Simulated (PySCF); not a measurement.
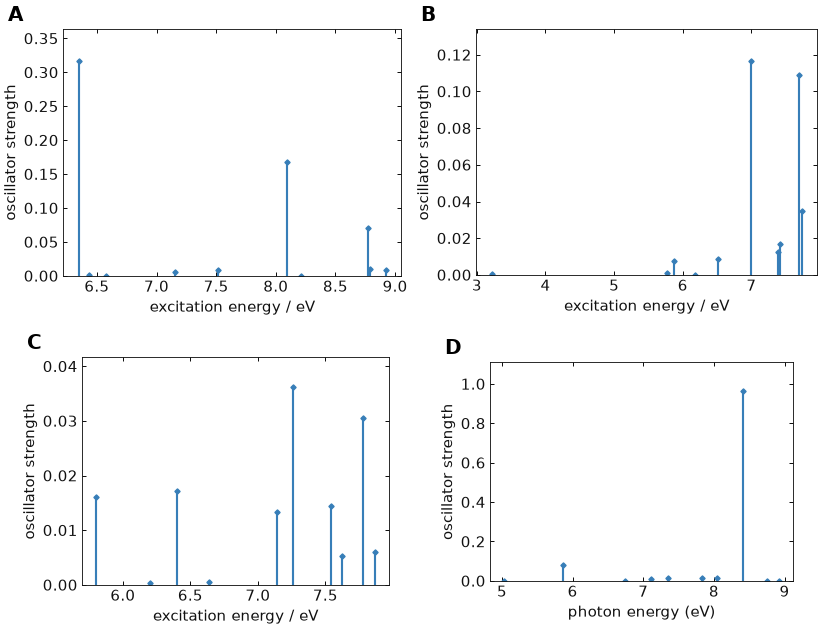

Vertical TDDFT excitations, B3LYP/def2-SVPD in PySCF, at a PBE0-D3(BJ)/def2-SVP geometry (no frequency check), gas phase. Each panel shows the lowest singlet states that were computed.

**Pair each panel with its molecule.**
1. C₃HF₂N, SMILES N#CC=C(F)F
2. C₄H₁₁BO, SMILES COCB(C)C
3. CH₃ClOSi, SMILES O=C[SiH2]Cl
4. C₃H₃BF₂, SMILES CC#CB(F)F

A: 1 (S1 at 6.35 eV, brightest at 6.35 eV)
B: 3 (S1 at 3.22 eV, brightest at 6.99 eV)
C: 2 (S1 at 5.80 eV, brightest at 7.26 eV)
D: 4 (S1 at 5.03 eV, brightest at 8.42 eV)

Caveats, for all or some of the runs: core orbitals are frozen in the response; one conformer of a flexible molecule; states above the negative HOMO energy depend on the basis.
